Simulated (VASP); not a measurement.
# CoSi2: free energy against electron temperature

How do entropy and free energy of the electrons in CoSi2 grow with the Fermi-Dirac width, and how far does the Sommerfeld expansion hold?

Main program and level: VASP 6.6.1; PBEsol, no spin polarisation; plane waves and PAW (Co, Si), in the first sound run; inputs show where later runs differ.

## Step 1: Starting point

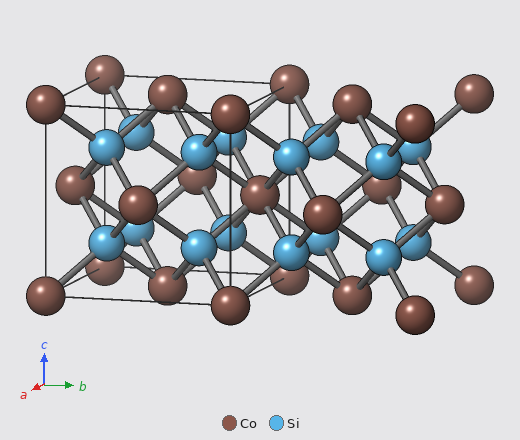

Start, viewed slightly off an axis; cobalt brown, silicon blue. 1×2×1 cells are drawn. This picture shows the conventional cell, with its axes. Some periodic images of atoms are drawn too.

## Step 2: Relax the crystal, PBEsol

The cell is relaxed and then held.

This step took 2 runs in a row; the last is shown.

Level: PBEsol, no spin polarisation; plane waves and PAW (Co, Si).

Contents of INCAR:

```
SYSTEM = CoSi2
PREC = Accurate
ENCUT = 450
EDIFF = 1E-07
NELM = 120
ISMEAR = 1
SIGMA = 0.15
LREAL = .FALSE.
ALGO = Normal
GGA = PS
NBANDS = 14
LASPH = .TRUE.
LORBIT = 11
LWAVE = .FALSE.
LCHARG = .FALSE.
KPAR = 8
IBRION = 2
NSW = 40
ISIF = 3
EDIFFG = -0.005
POTIM = 0.4
```

Contents of POSCAR:

```
CoSi2
1.0
    0.0000000000      2.6565774171      2.6565774171
    2.6565774171      0.0000000000      2.6565774171
    2.6565774171      2.6565774171      0.0000000000
Co Si
1 2
Direct
    0.0000000000      0.0000000000      0.0000000000
    0.2500000000      0.2500000000      0.2500000000
    0.7500000000      0.7500000000      0.7500000000
```

Contents of KPOINTS:

```
Automatic mesh
0
Gamma
14 14 14
0 0 0
```

Potentials, in the order of the species: Co and Si (PBE family, release 64).

Command:

```
$ mpirun -np 8 vasp_std
```

The log of the run:

```text
[banner, memory and clock lines left out]
running    8 mpi-ranks, on    1 nodes
[...]
|                                                                             |
|           W    W    AA    RRRRR   N    N  II  N    N   GGGG   !!!           |
|           W    W   A  A   R    R  NN   N  II  NN   N  G    G  !!!           |
|           W    W  A    A  R    R  N N  N  II  N N  N  G       !!!           |
|           W WW W  AAAAAA  RRRRR   N  N N  II  N  N N  G  GGG   !            |
|           WW  WW  A    A  R   R   N   NN  II  N   NN  G    G                |
|           W    W  A    A  R    R  N    N  II  N    N   GGGG   !!!           |
|                                                                             |
|     For optimal performance we recommend to set                             |
|       NCORE = 2 up to number-of-cores-per-socket                            |
|     NCORE specifies how many cores store one orbital (NPAR=cpu/NCORE).      |
|     This setting can greatly improve the performance of VASP for DFT.       |
[...]
DAV:   4    -0.209823234475E+02    0.23903E-05   -0.24066E-05  3122   0.397E-02    0.568E-03
DAV:   5    -0.209823230374E+02    0.41007E-06   -0.10750E-06  3996   0.191E-02    0.176E-03
DAV:   6    -0.209823230387E+02   -0.12192E-08   -0.72771E-08  1942   0.288E-03
   2 F= -.20982323E+02 E0= -.20982333E+02  d E =0.711165E-05
 trial-energy change:    0.000007  1 .order    0.000003   -0.000014    0.000021
 step:   0.2748(harm=  0.4078)  dis= 0.00000  next Energy=   -20.982332 (dE=-0.188E-05)
[...]
N       E                     dE             d eps       ncg     rms          rms(c)
DAV:   1    -0.209823898190E+02   -0.66782E-04   -0.58464E-04  3302   0.454E-01    0.711E-02
DAV:   2    -0.209825567550E+02   -0.16694E-03   -0.13650E-03  3650   0.802E-01    0.122E-01
DAV:   3    -0.209823324154E+02    0.22434E-03   -0.68493E-04  3580   0.575E-01    0.127E-02
DAV:   4    -0.209823308797E+02    0.15357E-05   -0.12353E-05  3044   0.291E-02    0.403E-03
DAV:   5    -0.209823307728E+02    0.10688E-06   -0.54462E-07  3732   0.135E-02    0.126E-03
DAV:   6    -0.209823307558E+02    0.17011E-07   -0.36081E-08  1756   0.205E-03
   3 F= -.20982331E+02 E0= -.20982342E+02  d E =-.605514E-06
[...]
reached required accuracy - stopping structural energy minimisation
```

It took 46 s on 8 MPI ranks of AMD EPYC 7571, shared host; peak memory 1.4 GiB.

The logs omit lines about the potential files and the build; timing stands in the text.

From OUTCAR (step 2):

```text
  Total        0.0040694      0.0040694      0.0040694      0.0000000      0.0000000     -0.0000000
  in kB        0.1739137      0.1739137      0.1739137      0.0000000      0.0000000     -0.0000000
  external PRESSURE =       0.1739137 kB  Pullay stress =       0.0000000 kB

 POSITION                                       TOTAL-FORCE (eV/Angst)
 -----------------------------------------------------------------------------------
      0.00000      0.00000      0.00000         0.000000     -0.000000     -0.000000
      1.32820      1.32820      1.32820        -0.000000     -0.000000      0.000000
      3.98460      3.98460      3.98460         0.000000      0.000000     -0.000000
 -----------------------------------------------------------------------------------
    total drift:                               -0.000000     -0.000000      0.000000

  FREE ENERGIE OF THE ION-ELECTRON SYSTEM (eV)
  ---------------------------------------------------
  free  energy   TOTEN  =       -20.9823307558 eV

  energy  without entropy=      -20.9823635966  energy(sigma->0) =      -20.98234170

 reached required accuracy - stopping structural energy minimisation

[... 3 further parts left out ...]
[key lines of the parts left out:]
E-fermi :  10.3422
```

Read from the output:

| Property | Result |
| --- | --- |
| energy(sigma→0) of the program | -20.9823 eV |
| stress, compression positive | xx, yy, zz 0.02, 0.02, 0.02 GPa |
| volume | 37.489 Å³ |
| ionic steps | 3 |

## Step 3: Tetrahedra, PBEsol

Tetrahedra give the density of states at the Fermi level without smearing.

Level: PBEsol, no spin polarisation; plane waves and PAW (Co, Si).

Contents of INCAR:

```
SYSTEM = CoSi2
PREC = Accurate
ENCUT = 450
EDIFF = 1E-08
NELM = 100
ISMEAR = -5
SIGMA = 0.15
LREAL = .FALSE.
ALGO = Normal
GGA = PS
NBANDS = 32
LASPH = .TRUE.
LORBIT = 11
LWAVE = .FALSE.
LCHARG = .FALSE.
KPAR = 2
ISIF = 2
NEDOS = 3001
```

Contents of POSCAR:

```
CoSi2
1.0
    0.0000000000      2.6563968849      2.6563968849
    2.6563968849      0.0000000000      2.6563968849
    2.6563968849      2.6563968849      0.0000000000
Co Si
1 2
Direct
    0.0000000000      0.0000000000      0.0000000000
    0.2500000000      0.2500000000      0.2500000000
    0.7500000000      0.7500000000      0.7500000000
```

Contents of KPOINTS:

```
Automatic mesh
0
Gamma
20 20 20
0 0 0
```

Command:

```
$ mpirun -np 2 vasp_std
```

The log of the run:

```text
[banner, memory and clock lines left out]
running    2 mpi-ranks, on    1 nodes
[...]
[... a notice as in an earlier step ...]

 LDA part: xc-table for (Slater+PW92), standard interpolation
 POSCAR, INCAR and KPOINTS ok, starting setup
[...]
entering main loop
       N       E                     dE             d eps       ncg     rms          rms(c)
DAV:   1     0.670043865694E+02    0.67004E+02   -0.49790E+03 16704   0.452E+02
DAV:   2    -0.166795638420E+02   -0.83684E+02   -0.70711E+02 17352   0.130E+02
DAV:   3    -0.225311858934E+02   -0.58516E+01   -0.55870E+01 20320   0.333E+01
DAV:   4    -0.226122702686E+02   -0.81084E-01   -0.80963E-01 19200   0.377E+00
[...]
DAV:  15    -0.209820895642E+02   -0.12317E-06   -0.13478E-08 20368   0.947E-04    0.333E-04
DAV:  16    -0.209820896020E+02   -0.37741E-07   -0.59461E-09 12760   0.320E-04    0.158E-04
DAV:  17    -0.209820895966E+02    0.53271E-08   -0.33284E-10 11456   0.992E-05
   1 F= -.20982090E+02 E0= -.20982090E+02  d E =0.000000E+00
|                                                                             |
|           W    W    AA    RRRRR   N    N  II  N    N   GGGG   !!!           |
|           W    W   A  A   R    R  NN   N  II  NN   N  G    G  !!!           |
|           W    W  A    A  R    R  N N  N  II  N N  N  G       !!!           |
|           W WW W  AAAAAA  RRRRR   N  N N  II  N  N N  G  GGG   !            |
|           WW  WW  A    A  R   R   N   NN  II  N   NN  G    G                |
|           W    W  A    A  R    R  N    N  II  N    N   GGGG   !!!           |
|                                                                             |
|     Tetrahedron method does not include variations of the Fermi             |
|     occupations, so forces and stress will be inaccurate. We suggest        |
|     using a different smearing scheme ISMEAR = 1 or 2 for metals in         |
|     relaxations.                                                            |
|                                                                             |
```

Wall time 7 min (2 MPI ranks); peak memory 0.57 GiB.

Parts of OUTCAR (step 3):

```text
  Total       -0.0004353     -0.0004353     -0.0004353      0.0000000      0.0000000      0.0000000
  in kB       -0.0186035     -0.0186035     -0.0186035      0.0000000      0.0000000      0.0000000
  external PRESSURE =      -0.0186035 kB  Pullay stress =       0.0000000 kB

 POSITION                                       TOTAL-FORCE (eV/Angst)
 -----------------------------------------------------------------------------------
      0.00000      0.00000      0.00000        -0.000000     -0.000000     -0.000000
      1.32820      1.32820      1.32820         0.000000      0.000000      0.000000
      3.98460      3.98460      3.98460        -0.000000     -0.000000      0.000000
 -----------------------------------------------------------------------------------
    total drift:                               -0.000000     -0.000000      0.000000

  FREE ENERGIE OF THE ION-ELECTRON SYSTEM (eV)
  ---------------------------------------------------
  free  energy   TOTEN  =       -20.9820895966 eV

  energy  without entropy=      -20.9820895966  energy(sigma->0) =      -20.98208960

[... 3 further parts left out ...]
[key lines of the parts left out:]
E-fermi :  10.3076
```

Numbers from this step:

```
energy(sigma→0) of the program : -20.9821 eV
```

The run ends at a pressure of 0.00 GPa.

## Step 4: Electron temperature, PBEsol

One member in full: SIGMA = 0.1 eV.

Level: PBEsol, no spin polarisation; plane waves and PAW (Co, Si).

Edit INCAR of step 3 so:

```diff
@@ -5,4 +5,4 @@
 NELM = 100
-ISMEAR = -5
-SIGMA = 0.15
+ISMEAR = -1
+SIGMA = 0.1
 LREAL = .FALSE.
@@ -17,2 +17 @@
 ISIF = 2
-NEDOS = 3001
```

POSCAR is that of step 3.

KPOINTS is that of step 3.

Command:

```
$ mpirun -np 2 vasp_std
```

The log of the run:

```text
[... set-up lines as in an earlier step ...]
 entering main loop
       N       E                     dE             d eps       ncg     rms          rms(c)
DAV:   1     0.669978101712E+02    0.66998E+02   -0.49790E+03 16704   0.452E+02
DAV:   2    -0.167052743668E+02   -0.83703E+02   -0.70791E+02 17352   0.130E+02
DAV:   3    -0.225542726701E+02   -0.58490E+01   -0.55589E+01 20320   0.332E+01
DAV:   4    -0.226352974335E+02   -0.81025E-01   -0.80900E-01 19200   0.377E+00
[...]
DAV:  15    -0.209987675934E+02   -0.92906E-07   -0.15736E-08 20872   0.995E-04    0.307E-04
DAV:  16    -0.209987676230E+02   -0.29650E-07   -0.53916E-09 12760   0.300E-04    0.161E-04
DAV:  17    -0.209987676167E+02    0.62907E-08   -0.22954E-10 11440   0.788E-05
   1 F= -.20998768E+02 E0= -.20981604E+02  d E =-.343276E-01
```

Run time: 5.6 min. Hardware: 2 MPI ranks; peak memory 0.52 GiB; 11 min of CPU time.

From OUTCAR (step 4):

```text
  LATTYP: Found a face centered cubic cell.
 ALAT       =     5.3127937698

 Subroutine GETGRP returns: Found 48 space group operations
 (whereof 48 operations were pure point group operations)

The static configuration has the point symmetry O_h .

 Found    256 irreducible k-points:

   dimension x,y,z NGX =    28 NGY =   28 NGZ =   28
   dimension x,y,z NGXF=    56 NGYF=   56 NGZF=   56

   ENCUT  =  450.0 eV  33.07 Ry    5.75 a.u.   6.50  6.50  6.50*2*pi/ulx,y,z

   NELECT =      17.0000    total number of electrons

 E-fermi :  10.3284

 k-point     1 :       0.0000    0.0000    0.0000
  band No.  band energies     occupation
    ...
      2       6.1348      2.00000
      3       6.1348      2.00000
      4       6.1348      2.00000
      5       8.3387      2.00000
      6       8.3387      2.00000
      7      11.3597      0.00007
      8      13.7604      0.00000
      9      13.7604      0.00000
     10      13.7604      0.00000
     11      13.8519      0.00000
    ...

 k-point     2 :       0.0500    0.0000    0.0000
  band No.  band energies     occupation
    ...
      2       6.0425      2.00000
      3       6.1488      2.00000
      4       6.1488      2.00000
      5       8.3263      2.00000
      6       8.3264      2.00000
      7      11.3928      0.00005
      8      12.8876      0.00000
      9      13.3422      0.00000
     10      13.3422      0.00000
     11      14.2912      0.00000
    ...

  Total        0.0222055      0.0222055      0.0222055     -0.0000000     -0.0000000      0.0000000
  in kB        0.9489931      0.9489931      0.9489931     -0.0000000     -0.0000000      0.0000000
  external PRESSURE =       0.9489931 kB  Pullay stress =       0.0000000 kB

 POSITION                                       TOTAL-FORCE (eV/Angst)
 -----------------------------------------------------------------------------------
      0.00000      0.00000      0.00000         0.000000      0.000000      0.000000
      1.32820      1.32820      1.32820         0.000000      0.000000      0.000000
      3.98460      3.98460      3.98460        -0.000000     -0.000000     -0.000000
 -----------------------------------------------------------------------------------
    total drift:                               -0.000000     -0.000000      0.000000

  FREE ENERGIE OF THE ION-ELECTRON SYSTEM (eV)
  ---------------------------------------------------
  free  energy   TOTEN  =       -20.9987676167 eV

  energy  without entropy=      -20.9644399917  energy(sigma->0) =      -20.98160380

 total charge
# of ion       s       p       d       tot
------------------------------------------
    1        0.556   0.752   7.626   8.933
    2        0.717   0.887   0.000   1.604
    3        0.717   0.887   0.000   1.604
--------------------------------------------------
tot          1.989   2.526   7.626  12.141

[... 2 parts as in an earlier step ...]

[... 7 further parts left out ...]
```

This run gave:

| Property | Result |
| --- | --- |
| energy(sigma→0) of the program | -20.9816 eV |
| stress, compression positive | xx, yy, zz 0.09, 0.09, 0.09 GPa |

The run ends at a pressure of 0.09 GPa.

## Step 5: All members

The other members went through these steps as far as the tables show, on the same mesh; 7 runs are not shown. The session took 1.9 core hours (wall time by ranks) on a shared machine.

| width kT (eV) | temperature (K) | free energy less that of the narrowest width (meV/atom) | TS (meV/atom) | pressure (GPa) | shift of the Fermi level (eV) |
| --- | --- | --- | --- | --- | --- |
| 0.025 | 290 | 0.000 | 0.823 | 0.003 | 0.000 |
| 0.050 | 580 | -1.127 | 2.887 | 0.023 | 0.008 |
| 0.075 | 870 | ? | ? | 0.053 | 0.016 |
| 0.100 | 1160 | -5.400 | 11.443 | 0.095 | 0.025 |
| 0.150 | 1741 | -12.653 | 26.410 | 0.221 | 0.050 |
| 0.200 | 2321 | -23.022 | 47.739 | 0.405 | 0.081 |
| 0.300 | 3481 | -53.182 | 109.574 | 0.975 | 0.160 |

## Step 6: The Sommerfeld expansion

At low temperature TS = (π²/3) g (kT)², so TS, twice the difference of energy(sigma→0) and the free energy, over (π²/3)(kT)² is an effective density of states: 0.400, 0.351, 0.348, 0.357, 0.363, 0.370 states/eV/atom in the rows shown.

A least-squares parabola through the 6 rows shown, with σ the width in eV: g = 1.406 σ² − 0.4801 σ + 0.3920 (states/eV/atom), r.m.s. residual 0.013 states/eV/atom.

For the withheld row, σ = 0.075, the fit gives 0.364 states/eV/atom.

## Step 7: The withheld row

The calculation gives 0.345 states/eV/atom, so the prediction is 0.019 states/eV/atom too high, within twice the residual of the fit.

The parabola in σ is an empirical guide, not the expansion itself. Tetrahedra give g = 0.338 states/eV/atom at the Fermi level, the limit that the series should reach at zero width.

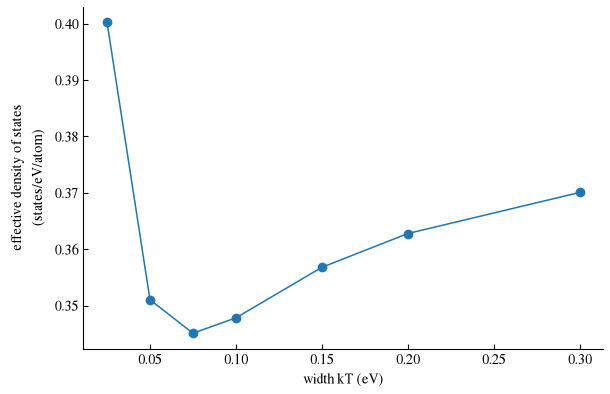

TS over (π²/3)(kT)² against the width.

## Step 8: What came out

| Item | Value |
| --- | --- |
| density of states at the Fermi level, tetrahedra | 0.34 states/eV/atom |
| Sommerfeld coefficient from it | 0.80 mJ per mole of atoms and K² |
| pressure at the widest setting | 0.98 GPa |
| error of the predicted g | 0.019 states/eV/atom |

**Reading.** Against the tetrahedron value, the effective density of states stands at +19 % at 0.025 eV, +4 % at 0.05 eV, +3 % at 0.1 eV, +10 % at 0.3 eV. The leading term holds within a tenth at the widest setting. The narrowest row breaks the trend of the next ones, as mesh noise would; no test of the mesh was run. The bare coefficient lacks the electron-phonon enhancement of measured heat capacities.

[Lines on the potential files, build, host, timing and source positions are cut from VASP's logs without a mark.]

[Logs are printed without paths, hosts, clocks, repeated set-up lines and the standing remarks that a program may print on its own settings, such as how far it seeks lower states.]

[Hosts, paths, dates, database ids (printed as entryN), source tags and the programs' standing remarks are cut or masked in the printed files.]
